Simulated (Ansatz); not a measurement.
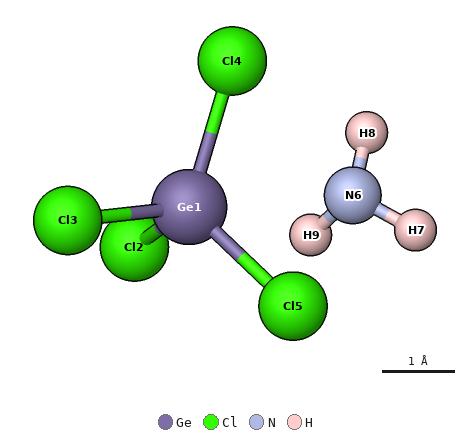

**Figure 1.** The structure as given in the input (ball-and-stick view, seen at a tilt; atoms are numbered from 1 in the order of the input). Sticks mark near contacts. Bond lengths as drawn: Cl–Ge 2.12 to 2.19 Å and H–N 1.00 to 1.03 Å.

**Geometry relaxation of GeNH3Cl4 (part 1 of 2)**

The run: geometry relaxation of GeNH3Cl4. Method and program: RHF/def2-SVP (Ansatz 0.2.0).

It belongs to a series of runs on one base structure; here: end point A relaxed. Figures and captions count atoms from 1; the log counts them from 0 in places.

What the program printed
```
The last accepted step is kept in [file] (removed where the run ends without a failure and the disk answers)
Engine: ansatz 0.2.0, aarch64-unknown-linux-gnu
Functional definition: HF
  exchange = exact_x
  correlation = 0
1340 factors; integrals over basis functions are off by at most 3.7e-4 eV
mean field evaluation 1: about -107994.5985 eV, gradient 3.6e1 eV
mean field evaluation 2: about -107994.6704 eV, gradient 3.6e1 eV
mean field evaluation 4: about -107997.9210 eV, gradient 3.0e0 eV
mean field evaluation 8: about -107997.9509 eV, gradient 1.7e-4 eV
mean field -107997.95091284 eV, -3968.8514924066 hartree, gradient 2.6e-5 eV, S^2 0.000000; 0 other end points of the search recorded, 0 dependent functions left out
the calculation of the forces begins
reference -107997.95091284 eV, -3968.8514924066 hartree; 55, 55 occupied and 78, 78 virtual orbitals, 1340 factors
relax step   1: F+E_penalty+E_count = -107997.95091284 eV  Δ(F+E_penalty+E_count) = +0.000e0 eV  max|allowed force component| = 8.631e-1 eV/Å  Δτ_max = 0.0000 Å  (34 SCF iters, accepted)
these checks for a lower state are left out or cut short: starts, cluster_reference, orbital_swaps, neighbouring_geometries, increment
1340 factors; integrals over basis functions are off by at most 3.7e-4 eV
mean field evaluation 16: about -107998.0252 eV, gradient 1.7e-3 eV
mean field -107998.02519304 eV, -3968.8542221535 hartree, gradient 2.5e-5 eV, S^2 0.000000; 0 other end points of the search recorded, 0 dependent functions left out
[... from here on the field's lines of each further geometry are left out, up to the last ...]
relax step   2: F+E_penalty+E_count = -107998.02519304 eV  Δ(F+E_penalty+E_count) = -7.428e-2 eV  max|allowed force component| = 5.067e-1 eV/Å  Δτ_max = 0.1949 Å  (33 SCF iters, accepted)
relax step   3: F+E_penalty+E_count = -107998.01587696 eV  Δ(F+E_penalty+E_count) = +9.316e-3 eV  max|allowed force component| = 1.208e0 eV/Å  Δτ_max = 0.1966 Å  (33 SCF iters, rejected (line search))
relax step   4: F+E_penalty+E_count = -107998.04353661 eV  Δ(F+E_penalty+E_count) = -1.834e-2 eV  max|allowed force component| = 4.449e-1 eV/Å  Δτ_max = 0.0983 Å  (33 SCF iters, accepted)
relax step   5: F+E_penalty+E_count = -107998.05652806 eV  Δ(F+E_penalty+E_count) = -1.299e-2 eV  max|allowed force component| = 4.839e-2 eV/Å  Δτ_max = 0.1000 Å  (33 SCF iters, accepted)
relax step   6: F+E_penalty+E_count = -107998.05940448 eV  Δ(F+E_penalty+E_count) = -2.876e-3 eV  max|allowed force component| = 3.165e-2 eV/Å  Δτ_max = 0.0986 Å  (33 SCF iters, accepted)
relax step   7: F+E_penalty+E_count = -107998.06021246 eV  Δ(F+E_penalty+E_count) = -8.080e-4 eV  max|allowed force component| = 2.258e-2 eV/Å  Δτ_max = 0.0495 Å  (33 SCF iters, accepted)
relax step   8: F+E_penalty+E_count = -107998.05680018 eV  Δ(F+E_penalty+E_count) = +3.412e-3 eV  max|allowed force component| = 3.342e-1 eV/Å  Δτ_max = 0.1169 Å  (33 SCF iters, rejected (line search))
relax step   9: F+E_penalty+E_count = -107998.06034145 eV  Δ(F+E_penalty+E_count) = -1.290e-4 eV  max|allowed force component| = 9.481e-2 eV/Å  Δτ_max = 0.0570 Å  (33 SCF iters, accepted)
relax step  10: F+E_penalty+E_count = -107998.06066077 eV  Δ(F+E_penalty+E_count) = -3.193e-4 eV  max|allowed force component| = 8.611e-2 eV/Å  Δτ_max = 0.0183 Å  (34 SCF iters, accepted)
relax step  11: F+E_penalty+E_count = -107998.06165911 eV  Δ(F+E_penalty+E_count) = -9.983e-4 eV  max|allowed force component| = 3.915e-3 eV/Å  Δτ_max = 0.0384 Å  (34 SCF iters, accepted)
relax step  12: F+E_penalty+E_count = -107998.06199382 eV  Δ(F+E_penalty+E_count) = -3.347e-4 eV  max|allowed force component| = 1.672e-1 eV/Å  Δτ_max = 0.0770 Å  (33 SCF iters, accepted)
relax step  13: F+E_penalty+E_count = -107998.06257327 eV  Δ(F+E_penalty+E_count) = -5.795e-4 eV  max|allowed force component| = 8.354e-2 eV/Å  Δτ_max = 0.0044 Å  (27 SCF iters, accepted)
relax step  14: F+E_penalty+E_count = -107998.06312919 eV  Δ(F+E_penalty+E_count) = -5.559e-4 eV  max|allowed force component| = 3.469e-3 eV/Å  Δτ_max = 0.0331 Å  (34 SCF iters, accepted)
relax step  15: F+E_penalty+E_count = -107998.06135147 eV  Δ(F+E_penalty+E_count) = +1.778e-3 eV  max|allowed force component| = 2.420e-1 eV/Å  Δτ_max = 0.1061 Å  (33 SCF iters, rejected (line search))
relax step  16: F+E_penalty+E_count = -107998.06357093 eV  Δ(F+E_penalty+E_count) = -4.417e-4 eV  max|allowed force component| = 3.106e-2 eV/Å  Δτ_max = 0.0518 Å  (33 SCF iters, accepted)
relax step  17: F+E_penalty+E_count = -107998.06191965 eV  Δ(F+E_penalty+E_count) = +1.651e-3 eV  max|allowed force component| = 2.172e-1 eV/Å  Δτ_max = 0.0834 Å  (33 SCF iters, rejected (line search))
the calculation of the forces begins
reference -107998.06392433 eV, -3968.8556455021 hartree; 55, 55 occupied and 78, 78 virtual orbitals, 1340 factors
relax step  18: F+E_penalty+E_count = -107998.06392433 eV  Δ(F+E_penalty+E_count) = -3.534e-4 eV  max|allowed force component| = 3.170e-3 eV/Å  Δτ_max = 0.0262 Å  (34 SCF iters, accepted)
```

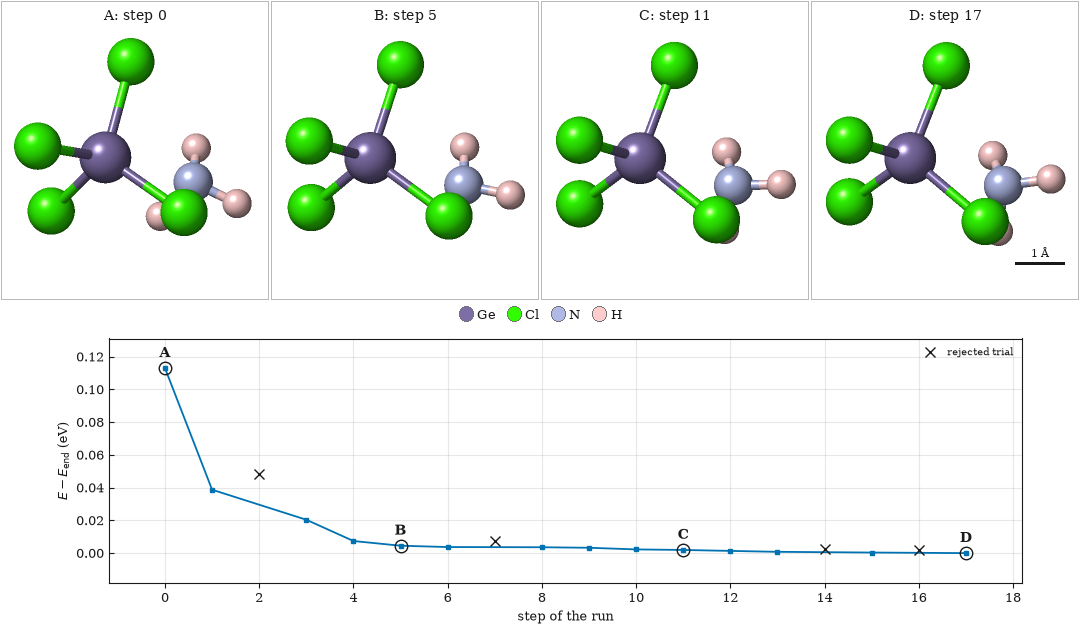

**Figure 2.** Frames of the relaxation (ball-and-stick view, seen at a tilt) above the curves, on which the letters mark them (the first geometry is step 0 here and step 1 in the log).

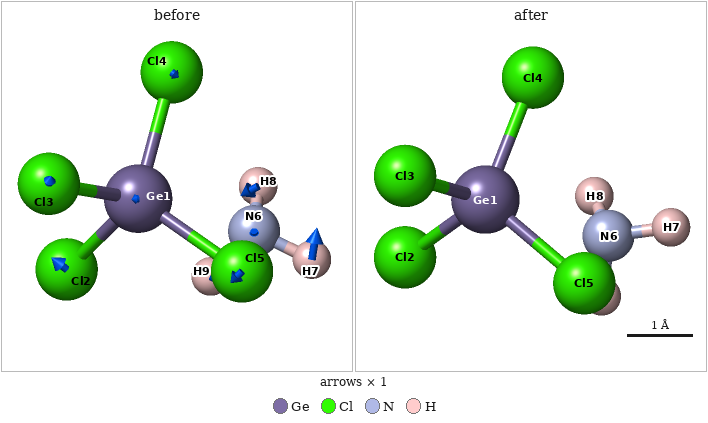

**Figure 3.** Before (left) and after (right) the relaxation, at one scale (ball-and-stick view, seen at a tilt). The blue arrows give the displacements, at true length. After 17 geometry steps the energy has fallen by 0.113 eV. Largest force component: 0.86 eV/Å at the start, 0.0032 eV/Å at the end. The line search rejected the trial steps at points 2, 7, 14, 16 (counted from 0) and went back. The atom that moves furthest after the best rigid fit is H9 (0.66 Å). By element the largest moves are H 0.66 Å, Cl 0.32 Å, Ge 0.11 Å, N 0.11 Å. Among the contacts that change: Ge1–Cl2 2.191 → 2.126 Å, N6–H9 1.026 → 1.006 Å. (Atoms are counted from 1 in the order of the input.)

```
1340 factors; integrals over basis functions are off by at most 3.9e-4 eV
mean field -107998.06392433 eV, -3968.8556455021 hartree, gradient 2.0e-5 eV, S^2 0.000000; 1 other end points of the search recorded, 0 dependent functions left out
the calculation of the forces begins
reference -107998.06392433 eV, -3968.8556455021 hartree; 55, 55 occupied and 78, 78 virtual orbitals, 1340 factors
Total energy: -107998.06392433 eV, -3968.8556455021 hartree
Atom 0 at     0.443014     0.022520    -0.088659 Å, force     0.003147    -0.000402    -0.000350 eV/Å
Atom 1 at     0.701603     0.133114     2.018453 Å, force    -0.001539     0.001295     0.000219 eV/Å
Atom 2 at     2.411782     0.053675    -0.929422 Å, force    -0.001074     0.000227     0.000253 eV/Å
Atom 3 at    -0.561639     1.720334    -0.880396 Å, force    -0.001292    -0.001104    -0.000849 eV/Å
Atom 4 at    -0.432909    -1.811883    -0.710434 Å, force    -0.001115     0.000244     0.000976 eV/Å
Atom 5 at    -2.573681    -0.025264     1.199447 Å, force    -0.001827     0.001576     0.001312 eV/Å
Atom 6 at    -3.267998    -0.263949     0.511855 Å, force     0.000881     0.000670    -0.001899 eV/Å
Atom 7 at    -2.828092     0.869838     1.581421 Å, force     0.002939     0.000664     0.002120 eV/Å
Atom 8 at    -2.646879    -0.698384     1.943334 Å, force    -0.000119    -0.003170    -0.001782 eV/Å
Dipole moment:    -0.586911    -0.009329     0.250762 e Å
```

Trajectory as extended XYZ (Å, eV, eV/Å), 18 frames, from step=1 to step=18
```
9
Properties=species:S:1:pos:R:3:forces:R:3 step=1 energy=-107997.95091
Ge    0.3346    0.0280   -0.1112    0.0448  -0.0197   0.8631
Cl    0.4415   -0.0676    2.0746    0.2233   0.0650  -0.8578
Cl    2.3768    0.0203   -0.7503    0.0060  -0.0023   0.0031
Cl   -0.4906    1.8479   -0.8254    0.0048  -0.0133   0.0107
Cl   -0.5453   -1.7145   -0.9449   -0.0067  -0.0028  -0.0111
N    -2.5279    0.0011    1.1038    0.4028  -0.3347   0.8515
H    -3.2218   -0.6686    0.8200   -0.0161  -0.0159   0.0041
H    -2.9987    0.8696    1.2871   -0.0372   0.0599  -0.0167
H    -2.1234   -0.3162    1.9920   -0.6217   0.2638  -0.8470
9
Properties=species:S:1:pos:R:3:forces:R:3 step=2 energy=-107998.02519
Ge    0.3771    0.0321   -0.1142    0.1462  -0.0609   0.3282
Cl    0.5818   -0.0496    2.0213   -0.1145   0.0256  -0.2120
Cl    2.4117    0.0223   -0.7721    0.0767   0.0078  -0.1622
Cl   -0.4680    1.8441   -0.8257   -0.0475  -0.0084   0.0305
Cl   -0.5214   -1.7044   -0.9451   -0.0146   0.0244   0.0199
N    -2.5656   -0.0213    1.1482    0.0427  -0.0907   0.4901
H    -3.2631   -0.6579    0.7959    0.0850   0.0568   0.0275
H    -3.0099    0.8774    1.2617    0.0657  -0.1228  -0.0152
H    -2.2975   -0.3429    2.0755   -0.2399   0.1681  -0.5067
9
Properties=species:S:1:pos:R:3:forces:R:3 step=3 energy=-107998.01588 accepted=F
Ge    0.3951    0.0310   -0.1247    0.1870  -0.0406   0.2791
Cl    0.5987   -0.0437    1.9996   -0.0172   0.0102  -0.0796
Cl    2.4233    0.0238   -0.8111    0.0223   0.0086  -0.1305
Cl   -0.4650    1.8384   -0.8307   -0.0733  -0.0027   0.0127
Cl   -0.5118   -1.7030   -0.9513   -0.0504   0.0118   0.0093
N    -2.5459   -0.0234    1.2101   -0.4774  -0.3942   0.7128
H    -3.1876   -0.6477    0.7228    0.3946   0.3095   0.3770
H    -3.0011    0.8807    1.2463    0.1728  -0.2566   0.0268
H    -2.4604   -0.3562    2.1846   -0.1584   0.3539  -1.2077
9
Properties=species:S:1:pos:R:3:forces:R:3 step=4 energy=-107998.04354
Ge    0.4096    0.0297   -0.1126    0.0886  -0.0344   0.1419
Cl    0.6040   -0.0453    2.0124   -0.0309   0.0093  -0.0792
Cl    2.4299    0.0278   -0.8199    0.0145   0.0080  -0.0820
Cl   -0.4672    1.8334   -0.8100   -0.0255   0.0008   0.0200
Cl   -0.5074   -1.7020   -0.9336   -0.0041   0.0047   0.0166
N    -2.5754   -0.0259    1.1742   -0.0246  -0.0869   0.3633
H    -3.2555   -0.6493    0.7672    0.0887   0.0777   0.0630
H    -3.0068    0.8827    1.2505    0.0497  -0.1246   0.0012
H    -2.3860   -0.3510    2.1175   -0.1565   0.1455  -0.4449
9
Properties=species:S:1:pos:R:3:forces:R:3 step=5 energy=-107998.05653
Ge    0.4425    0.0232   -0.0980   -0.0130   0.0262  -0.0320
Cl    0.6660   -0.0325    2.0161    0.0082  -0.0098   0.0159
Cl    2.4290    0.0406   -0.8947    0.0023  -0.0019  -0.0085
Cl   -0.4816    1.8159   -0.7701    0.0100  -0.0127   0.0023
Cl   -0.4920   -1.7197   -0.8769    0.0118  -0.0009   0.0121
N    -2.5889   -0.0223    1.1846    0.0078  -0.0484   0.0240
H    -3.2480   -0.6139    0.7065    0.0233   0.0348   0.0187
H    -3.0011    0.8919    1.2600   -0.0080  -0.0073   0.0063
H    -2.4807   -0.3831    2.1180   -0.0424   0.0199  -0.0388
```
